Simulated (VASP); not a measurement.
Band structure of MnB (relaxed from the rock salt structure, space group Fm-3m). All values below come from r2SCAN meta-GGA, VASP's PBE PAW potentials (set 64) (plane waves; VASP).

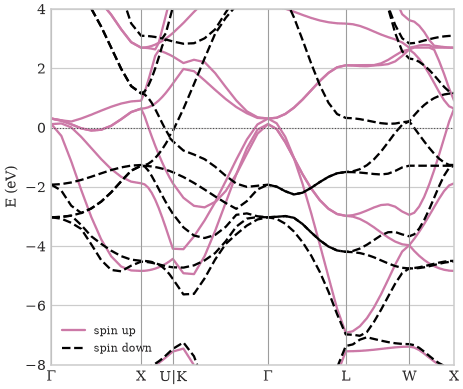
Figure. Bands along high-symmetry lines, zero at the valence-band maximum or, without a gap, the Fermi level

Problem. Read the plot: is there a gap, and where are the band edges?

Solution. It has no gap at this level: it comes out as a metal or semimetal.

The structure was generated: MnB was put into the rock salt type (Fm-3m), which need not be its known phase. It was relaxed first, which changed the volume by -35 %.
